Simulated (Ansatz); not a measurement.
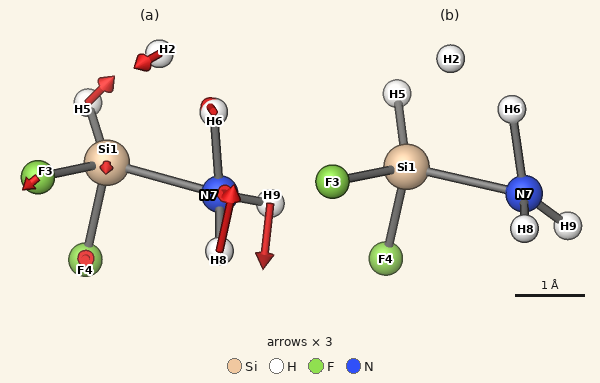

The structure of SiNH$_{5}$F$_{2}$ before (left) and after (right) a constrained relaxation, at one scale. The red arrows give the displacements, 3 times their true length.

Style: ball-and-stick. Shown at a tilt.

The reaction that was planned forms Si1–N7, H2–H6 and breaks Si1–H2, H6–N7 (atoms numbered from 1 in input order).

The calculation used RKS PBE0-D4/def2-SVP in Ansatz 0.2.0.

The input:
```yaml
crystal:
  periodic: [false, false, false]
  atoms:
    - {symbol: Si, position_ang: [-0.008800, 0.472500, 0.660200]}
    - {symbol: H, position_ang: [-1.754000, -0.250800, -0.051900]}
    - {symbol: F, position_ang: [-0.385500, 1.863400, -0.020300]}
    - {symbol: F, position_ang: [1.533900, 0.836300, 1.023300]}
    - {symbol: H, position_ang: [-0.425800, 0.098600, 1.979600]}
    - {symbol: H, position_ang: [-0.954200, -0.682600, -0.784300]}
    - {symbol: N, position_ang: [0.331000, -0.631400, -0.762700]}
    - {symbol: H, position_ang: [0.868200, -0.204100, -1.513400]}
    - {symbol: H, position_ang: [0.795200, -1.501800, -0.530500]}
basis:
  gaussian: {orbitals: def2-SVP}
hamiltonian: {xc: pbe0, dispersion: d4}
relax: {f_tol: 0.04, max_steps: 150, escape_saddle: false, constraints: [{distance: [0, 6]}, {distance: [1, 5]}, {distance: [0, 1]}, {distance: [5, 6]}]}
```

Launched with:
```bash
ansatz run in.yaml --threads 4 --pin off --events-out ev --progress --plain --max-ram 9574MiB
```

### Describe what moved and what it gained.

Over 10 accepted moves (13 points after the start) the energy falls by 18.0 kJ/mol. Largest force component: 0.89 eV/Å at the start, 0.02 eV/Å at the end. The line search rejected the trial steps at points 3, 9, 11 of the run. The largest move after the best rigid fit is that of H8, 0.39 Å. By element the largest moves are H 0.39 Å, N 0.12 Å, F 0.11 Å, Si 0.07 Å. Among the contacts that change: Si1–H5 1.433 → 1.471 Å, Si1–F3 1.594 → 1.613 Å, N7–H9 1.013 → 1.023 Å, Si1–F4 1.626 → 1.634 Å. Bond angles that change, for instance: H6–N7–H8 122.1° → 103.4°, H6–N7–H9 115.3° → 134.0°, H5–Si1–N7 127.7° → 116.5°. Cost: 7.5 s on 4 threads of AMD EPYC 9R45 96-Core, on a shared host.
